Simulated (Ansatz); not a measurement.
**UHSE06/STO-3G run of SnH3O (SMILES [OH][SnH2])**

Aim: the electronic atomisation energy of SnH3O at UHSE06/STO-3G, from 4 runs. 

The results are computed with Ansatz 0.2.0.

58 further runs of the same task are left out: 7 that didn't finish, 51 set aside as unsound or not needed.

### 1 The molecule

SnH3O has 5 atoms, charge 0, and is taken as a doublet. SMILES: `[OH][SnH2]`. Geometry: relaxed at PBE0-D4/def2-TZVP. This is one conformer, not always the lowest.

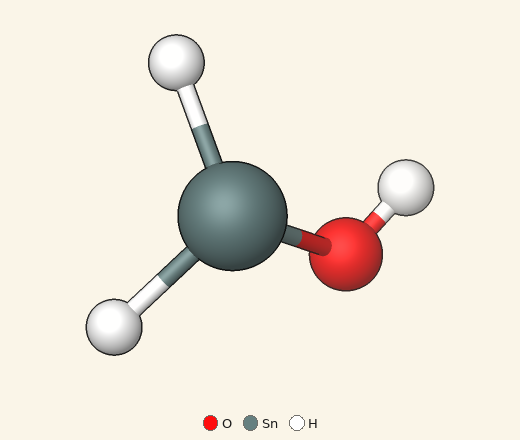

Viewed from a chosen angle; oxygen red, tin teal, hydrogen white.

### 2 The energy at UHSE06/STO-3G

Input file molecule.yaml:

```yaml
crystal:
  periodic: [false, false, false]
  atoms:
    - symbol: O
      position_ang: [0.707400, -0.732900, 0.861900]
    - symbol: Sn
      position_ang: [0.104500, 0.308800, -0.705500]
    - symbol: H
      position_ang: [0.368600, -1.631300, 0.873200]
    - symbol: H
      position_ang: [-1.606800, 0.061300, -0.845900]
    - symbol: H
      position_ang: [0.476300, 1.920400, -0.224900]
basis:
  gaussian:
    orbitals: STO-3G
magnetization:
  spin_polarized: true
  initial_magnetization: 1
hamiltonian:
  xc: {name: HSE06}
accuracy: high
```

Run with:

```sh
$ ansatz run molecule.yaml --threads 1 --pin off --max-ram 2610MiB --events-out events.jsonl --progress --plain --runs-dir runs
```

Log:

```text
Warning: RAYON_NUM_THREADS=1 ignored (pool sized by the plan → 1); use --threads N
Functional definition: HSE06
  name "HSE06"
  parameter a = 0.25
  parameter omega = 0.11/bohr
  exchange = pbe_x - a*pbe_x_sr(omega) + a*exact_x_sr(omega)
  correlation = pbe_c
640 factors; integrals over basis functions are off by at most 4.8e-9 eV
52 factors; integrals over basis functions are off by at most 1.2e-9 eV
mean field evaluation 1: about -164380.1323 eV, gradient 1.3e1 eV
mean field evaluation 2: about -164373.4193 eV, gradient 3.4e1 eV
mean field evaluation 4: about -164381.4846 eV, gradient 3.8e-1 eV
mean field evaluation 8: about -164381.4362 eV, gradient 7.2e-3 eV
mean field evaluation 16: about -164381.4362 eV, gradient 7.2e-7 eV
mean field -164381.43616948 eV, -6040.9063574892 hartree, gradient 3.0e-8 eV, S^2 0.751814; 0 other end points of the search recorded, 0 dependent functions left out
reference -164381.43617141 eV, -6040.9063575599 hartree; 31, 30 occupied and 4, 5 virtual orbitals, 640 factors
Total energy: -164381.43617141 eV, -6040.9063575599 hartree
```

Wall time 3.9 s (1 thread of Arm Neoverse V2, shared host); peak memory 0.18 GiB.

### 3 The H atom, same level

Input file input.yaml:

```yaml
crystal:
  periodic: [false, false, false]
  atoms:
    - {symbol: H, position_ang: [0.000000, 0.000000, 0.000000]}
basis:
  gaussian:
    orbitals: STO-3G
magnetization:
  spin_polarized: true
  initial_magnetization: 1
hamiltonian:
  xc: hse06
accuracy: high
```

Run with:

```sh
$ ansatz run input.yaml --threads 1 --pin off --max-ram 2610MiB --events-out events.jsonl --progress --plain --runs-dir runs
```

Log:

```text
Warning: RAYON_NUM_THREADS=1 ignored (pool sized by the plan → 1); use --threads N
[... 6 set-up lines as earlier in the session ...]
1 factors; integrals over basis functions are off by at most 4.6e-10 eV
1 factors; integrals over basis functions are off by at most 1.8e-10 eV
mean field evaluation 1: about -12.6861 eV, gradient 0.0e0 eV
mean field evaluation 2: about -12.6860 eV, gradient 0.0e0 eV
mean field -12.68600353 eV, -0.4662020310 hartree, gradient 0.0e0 eV, S^2 0.750000; 0 other end points of the search recorded, 0 dependent functions left out
reference -12.68600463 eV, -0.4662020713 hartree; 1, 0 occupied and 0, 1 virtual orbitals, 1 factors
Total energy: -12.68600463 eV, -0.4662020713 hartree
```

It took 0.12 s on 1 thread of Arm Neoverse V2, shared host.

### 4 The O atom, same level

Input file in.yaml:

```yaml
crystal:
  periodic: [false, false, false]
  atoms:
    - {symbol: O, position_ang: [0.000000, 0.000000, 0.000000]}
basis:
  gaussian:
    orbitals: STO-3G
magnetization:
  spin_polarized: true
  initial_magnetization: 2
hamiltonian:
  xc: {name: HSE06}
accuracy: high
```

Run with:

```sh
$ ansatz run in.yaml --threads 1 --pin off --max-ram 2610MiB --events-out events.jsonl --progress --plain --runs-dir runs
```

Log:

```text
Warning: RAYON_NUM_THREADS=1 ignored (pool sized by the plan → 1); use --threads N
[... 6 set-up lines as earlier in the session ...]
15 factors; integrals over basis functions are off by at most 1.1e-9 eV
13 factors; integrals over basis functions are off by at most 2.1e-10 eV
mean field evaluation 1: about -2012.9169 eV, gradient 2.9e-12 eV
mean field evaluation 2: about -2012.9168 eV, gradient 1.2e-11 eV
mean field -2012.91678991 eV, -73.9733276250 hartree, gradient 0.0e0 eV, S^2 2.000000; 0 other end points of the search recorded, 0 dependent functions left out
reference -2012.91679039 eV, -73.9733276426 hartree; 5, 3 occupied and 0, 2 virtual orbitals, 15 factors
Total energy: -2012.91679039 eV, -73.9733276426 hartree
```

Run time: 0.22 s. Hardware: 1 thread of Arm Neoverse V2, shared host.

### 5 The Sn atom

Input file job.yaml:

```yaml
crystal:
  periodic: [false, false, false]
  atoms:
    - symbol: Sn
      position_ang: [0.000000, 0.000000, 0.000000]
basis:
  gaussian:
    orbitals: STO-3G
magnetization:
  spin_polarized: true
  initial_magnetization: 2
hamiltonian:
  xc: {name: HSE06}
accuracy: high
```

Run the same way, it converges to -5964.93119 Eh (log not shown).

### 6 Outcome

Level: UHSE06/STO-3G.

| quantity | value |
| --- | --- |
| molecule: total energy | -6040.90636 Eh |
| molecule: ⟨S²⟩ | 0.752 |
| H atom: total energy | -0.46620 Eh |
| H atom: ⟨S²⟩ | 0.750 |
| O atom: total energy | -73.97333 Eh |
| O atom: ⟨S²⟩ | 2.000 |
| Sn atom: total energy | -5964.93119 Eh |
| Sn atom: ⟨S²⟩ | 2.000 |
| electronic atomisation energy | 16.415 eV |

In words: Taking the molecule apart into free atoms costs 16.41 eV (379 kcal/mol), before zero-point energy and without spin-orbit coupling. In a minimal basis such a difference can be off by several eV, whatever the method. Relativity is left out (molecule) although the molecule holds a heavy atom. Relativity is left out (Sn atom) although the molecule holds a heavy atom.
